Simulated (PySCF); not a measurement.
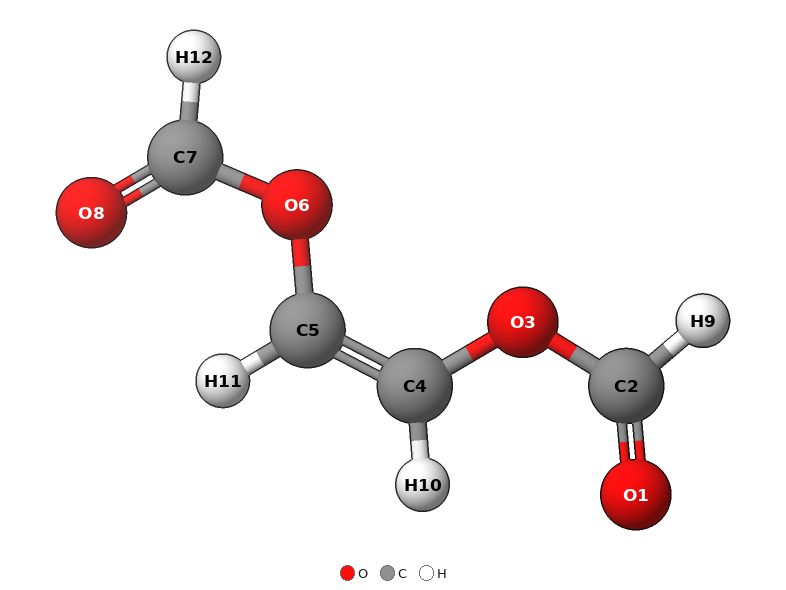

The computed structure is the end point of a GFN2-xTB optimisation. No frequency run is at hand to confirm it as a minimum. Electric field gradients from the ground-state density, PBE0/pcSseg-1 (PySCF 2.14.0), non-relativistic apart from any core potentials.

Give the largest field-gradient component, the quadrupole coupling constant and the asymmetry for 17O at O1 (Q = −25.6 mb), 17O at O3 (Q = −25.6 mb).

```csv
atom,V_zz (a.u.),e²qQ/h (MHz),η
O1,−1.603,9.64,0.31
O3,1.645,−9.90,0.15
```
